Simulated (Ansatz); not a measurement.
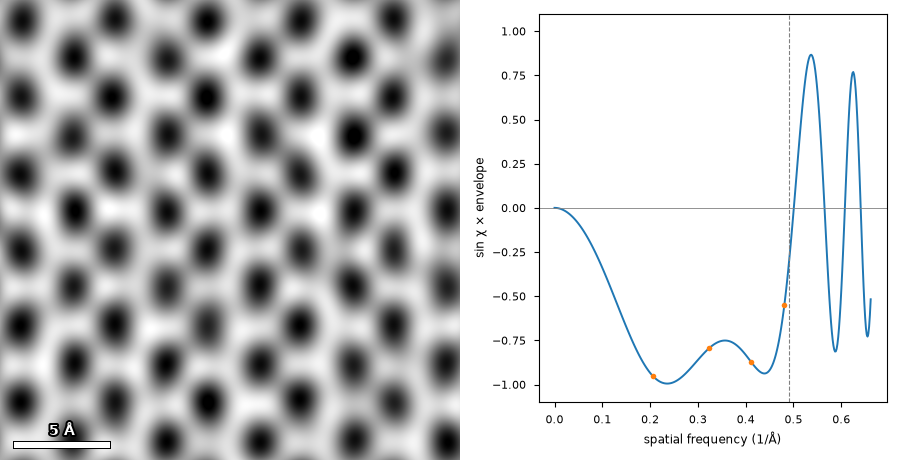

HRTEM-like image of BiN (P4/nmm, No. 129) along [100]. Simulated in the weak-phase-object approximation with neutral-atom potentials: 300 kV, Cs = 1.20 mm, defocus −583 Å (negative is underfocus), defocus spread 30 Å, aperture 0.49 1/Å. The speckle of an amorphous layer was added. Structure used: coordinates from a relaxation with DFT PBEsol, scalar-relativistic, plane waves, PAW in Ansatz 0.2.0; the starting structure was generated, so it need not be a known form of this composition.

The plot gives the contrast transfer function, the aperture (dashed) and the crystal's spatial frequencies that carry visible contrast (dots).

Question: What point resolution do these settings give, and which lattice spacings pass?

Answer: About 2.0 Å (0.66 |Cs|^(1/4) λ^(3/4) with λ = 0.0197 Å). The spacings that carry visible contrast are {001} at 4.86 Å, {101} at 3.09 Å, {002} at 2.43 Å, {102} at 2.08 Å. Columns 1.10 Å apart are closer than that and merge.

Question: Do the atom columns appear dark or bright, and why?

Answer: Dark. With positive Cs and underfocus sin χ is negative over the pass band, so the strongest columns (Bi) come out darker than the background.
